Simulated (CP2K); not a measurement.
# C2H4AlF (SMILES F[CH]1[CH2][AlH]1): GFN1-xTB

Aim: the vertical electron affinity of C2H4AlF at GFN1-xTB, from 2 runs. 

The calculation is run with CP2K 2026.2.

2 further runs of the same task are left out: 2 set aside as unsound or not needed.

## (1) The molecule

The species is C2H4AlF (8 atoms), meant as a singlet with charge 0. As SMILES, `F[CH]1[CH2][AlH]1`. The shape comes from GFN2-xTB, which is rough for such elements, and wasn't checked as a minimum.

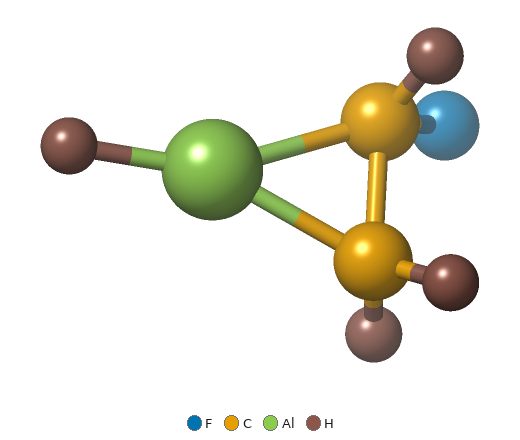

Viewed from a chosen angle; fluorine blue, carbon amber, aluminium green, hydrogen brown.

## (2) Energy and gradient at GFN1-xTB

Contents of job.inp:

```
&GLOBAL
    PROJECT_NAME job
    RUN_TYPE ENERGY_FORCE
    PRINT_LEVEL MEDIUM
&END GLOBAL

&FORCE_EVAL
    METHOD QS
    &DFT
        &QS
            METHOD XTB
            EPS_DEFAULT 1.0E-10
            &XTB
                GFN_TYPE TBLITE
                &TBLITE
                    METHOD GFN1
                &END TBLITE
                CHECK_ATOMIC_CHARGES F
            &END XTB
        &END QS
        &POISSON
            PERIODIC NONE
            POISSON_SOLVER ANALYTIC
        &END POISSON
        &SCF
            SCF_GUESS ATOMIC
            EPS_SCF 1.0E-06
            MAX_SCF 150
            ADDED_MOS 8
            &DIAGONALIZATION
                ALGORITHM STANDARD
            &END DIAGONALIZATION
            &MIXING
                METHOD DIRECT_P_MIXING
                ALPHA 0.4
            &END MIXING
            &SMEAR ON
                METHOD FERMI_DIRAC
                ELECTRONIC_TEMPERATURE [K] 300
            &END SMEAR
        &END SCF
        &PRINT
            &MOMENTS
                PERIODIC F
                REFERENCE COM
                MAX_MOMENT 1
            &END MOMENTS
            &MO ON
                ENERGIES T
                OCCUPATION_NUMBERS T
                NDIGITS 6
                &EACH
                    QS_SCF 0
                &END EACH
                ADD_LAST NUMERIC
            &END MO
            &HIRSHFELD OFF
            &END HIRSHFELD
        &END PRINT
    &END DFT
    &SUBSYS
        &CELL
            ABC 19.6 19.7 19
            PERIODIC NONE
        &END CELL
        &COORD
            F     -1.891660    -0.275750     0.703850
            C     -0.510930    -0.345960     0.637740
            C      0.140100     0.855180    -0.265220
            Al     0.866070    -0.910120    -0.649850
            H     -0.168380    -0.248830     1.680170
            H     -0.589070     1.136730    -1.030760
            H      0.405890     1.760800     0.278300
            H      1.747970    -1.972050    -1.354220
        &END COORD
        &TOPOLOGY
            &CENTER_COORDINATES
            &END CENTER_COORDINATES
        &END TOPOLOGY
    &END SUBSYS
    &PRINT
        &FORCES ON
        &END FORCES
    &END PRINT
&END FORCE_EVAL
```

The run is started by

```
$ OMP_NUM_THREADS=1 cp2k.psmp -i job.inp > job.out 2>&1
```

What it wrote:

```text
CP2K| version string:                                       CP2K version 2026.2
[...]
 GLOBAL| Method name                                                        CP2K
[...]
 GLOBAL| Run type                                                   ENERGY_FORCE
[...]
                             - Atoms:                                          8
[...]
                             - Spherical basis functions:                     29
[...]
 Number of electrons:                                                         22
[...]
  *** SCF run converged in    13 steps ***
[...]
  Fermi energy:                                                -0.29934229457572
[...]
 TB_DIPOLE| Moment [Debye]          3.09914960      -0.92035608      -1.19720703
 TB_DIPOLE| Derivative [a.u.]       0.00000000       0.00000000       0.00000000
[...]
 ENERGY| Total FORCE_EVAL ( QS ) energy [hartree]            -12.691887452650873
 FORCES| Atomic forces [hartree/bohr]
 FORCES|   Atom     x               y               z               |f|
 FORCES|      1 -6.16700192E-03  3.48230292E-03 -8.56623592E-04   7.13387345E-03
 FORCES|      2  1.24230061E-02 -5.92901149E-03 -8.84505511E-03   1.63621287E-02
 FORCES|      3  3.41445372E-04 -4.80123667E-03  2.58349039E-03   5.46286382E-03
 FORCES|      4 -7.57177227E-03  1.71051810E-03  5.51535421E-03   9.52243349E-03
 FORCES|      5  1.81752262E-03  2.11642983E-03  3.99231226E-03   4.87044360E-03
 FORCES|      6 -2.14897382E-03  4.43400317E-04 -3.61368545E-03   4.22769617E-03
 FORCES|      7 -6.45928517E-04  3.82488412E-03  2.99285566E-03   4.89940274E-03
 FORCES|      8  1.95170248E-03 -8.47287131E-04 -1.76864836E-03   2.76679509E-03
 FORCES| Sum    -2.32019265E-17 -1.31622144E-16  1.01915004E-17
 FORCES| Total atomic force                                       1.34039490E-16
[...]
```

Wall time 0.92 s (1 thread of Intel Xeon 6975P-C (Granite Rapids), shared host); peak memory 0.19 GiB.

## (3) The doublet anion

Contents of calc.inp:

```
&GLOBAL
    PROJECT calc
    RUN_TYPE ENERGY_FORCE
    PRINT_LEVEL MEDIUM
&END GLOBAL

&FORCE_EVAL
    METHOD Quickstep
    &DFT
        CHARGE -1
        MULTIPLICITY 2
        UKS T
        &QS
            METHOD XTB
            EPS_DEFAULT 1.0E-10
            &XTB
                GFN_TYPE TBLITE
                &TBLITE
                    METHOD GFN1
                &END TBLITE
                CHECK_ATOMIC_CHARGES F
            &END XTB
        &END QS
        &POISSON
            PERIODIC NONE
            POISSON_SOLVER ANALYTIC
        &END POISSON
        &SCF
            SCF_GUESS ATOMIC
            EPS_SCF 1.0E-06
            MAX_SCF 150
            ADDED_MOS 2
            &DIAGONALIZATION
                ALGORITHM STANDARD
            &END DIAGONALIZATION
            &MIXING
                METHOD DIRECT_P_MIXING
                ALPHA 0.4
            &END MIXING
            &SMEAR ON
                METHOD FERMI_DIRAC
                ELECTRONIC_TEMPERATURE [K] 300
            &END SMEAR
        &END SCF
        &PRINT
            &MOMENTS
                PERIODIC F
                REFERENCE COM
                MAX_MOMENT 1
            &END MOMENTS
            &MO ON
                ENERGIES T
                OCCUPATION_NUMBERS T
                NDIGITS 6
                &EACH
                    QS_SCF 0
                &END EACH
                ADD_LAST NUMERIC
            &END MO
            &HIRSHFELD OFF
            &END HIRSHFELD
        &END PRINT
    &END DFT
    &SUBSYS
        &CELL
            ABC [angstrom] 19.6 19.7 19
            PERIODIC NONE
        &END CELL
        &COORD
            F     -1.891660    -0.275750     0.703850
            C     -0.510930    -0.345960     0.637740
            C      0.140100     0.855180    -0.265220
            Al     0.866070    -0.910120    -0.649850
            H     -0.168380    -0.248830     1.680170
            H     -0.589070     1.136730    -1.030760
            H      0.405890     1.760800     0.278300
            H      1.747970    -1.972050    -1.354220
        &END COORD
        &TOPOLOGY
            &CENTER_COORDINATES
            &END CENTER_COORDINATES
        &END TOPOLOGY
    &END SUBSYS
    &PRINT
        &FORCES ON
        &END FORCES
    &END PRINT
&END FORCE_EVAL
```

The run is started by

```
$ OMP_NUM_THREADS=1 cp2k.psmp -i calc.inp -o calc.out
```

What it wrote:

```text
CP2K| version string:                                       CP2K version 2026.2
[...]
 GLOBAL| Method name                                                        CP2K
[...]
 GLOBAL| Run type                                                   ENERGY_FORCE
[...]
                             - Atoms:                                          8
[...]
                             - Spherical basis functions:                     29
[...]
 Number of electrons:                                                         12
[...]
  *** SCF run converged in    12 steps ***
[...]
  Fermi energy:                                                -0.04208660938506
[...]
 TB_DIPOLE| Moment [Debye]         -0.43384531       0.18304816       0.67401577
 TB_DIPOLE| Derivative [a.u.]       0.00000000       0.00000000       0.00000000
[...]
 ENERGY| Total FORCE_EVAL ( QS ) energy [hartree]            -12.848007373475934
 FORCES| Atomic forces [hartree/bohr]
 FORCES|   Atom     x               y               z               |f|
 FORCES|      1 -3.13083867E-02  8.99567142E-03  5.01034078E-03   3.29581659E-02
 FORCES|      2  7.78945461E-03  1.47558650E-02 -2.25873371E-03   1.68378452E-02
 FORCES|      3 -2.18353101E-02  2.57939242E-02  2.28350033E-02   4.07865746E-02
 FORCES|      4  4.69587743E-03 -6.52803192E-03  2.77788160E-03   8.50782533E-03
 FORCES|      5  3.32697411E-03  5.01746465E-03  8.60433800E-03   1.05013495E-02
 FORCES|      6 -5.91544434E-03  1.58368026E-03 -4.32205652E-03   7.49537840E-03
 FORCES|      7 -4.28763163E-03  8.00632009E-03  7.09356923E-03   1.15240475E-02
 FORCES|      8  4.75344666E-02 -5.76248936E-02 -3.97403427E-02   8.46135256E-02
 FORCES| Sum     5.55111512E-17 -2.77555756E-17  2.08166817E-17
 FORCES| Total atomic force                                       6.54613942E-17
[...]
```

Wall time 1 s (1 thread of Intel Xeon 6975P-C (Granite Rapids), shared host); peak memory 0.19 GiB.

## (4) Results

Level: GFN1-xTB.

| quantity | value |
| --- | --- |
| singlet C2H4AlF: total energy | -12.69189 Eh |
| singlet C2H4AlF: dipole moment (from atomic charges alone) | 3.45 D |
| singlet C2H4AlF: HOMO energy | -10.12 eV |
| singlet C2H4AlF: LUMO energy | -7.25 eV |
| singlet C2H4AlF: HOMO–LUMO gap | 2.87 eV |
| singlet C2H4AlF: largest force on an atom | 0.841 eV/Å |
| doublet anion: total energy | -12.84801 Eh |
| doublet anion: HOMO energy (highest over α and β) | -1.34 eV |
| doublet anion: LUMO energy (lowest over α and β) | -0.95 eV |
| doublet anion: largest force on an atom | 4.351 eV/Å |
| vertical electron affinity (to the doublet anion) | 4.248 eV |

At fixed nuclei the extra electron is bound by 4.25 eV (98 kcal/mol). The largest force (singlet C2H4AlF) is 0.84 eV/Å: the shape isn't a stationary point for this species at this level. A minimal valence basis can't be trusted even for the sign of an electron affinity. No empirical shift is applied, and without it xTB methods put this difference several eV too high. The dipole (singlet C2H4AlF) comes from point charges on the atoms alone, without atomic dipoles, so it is partial.
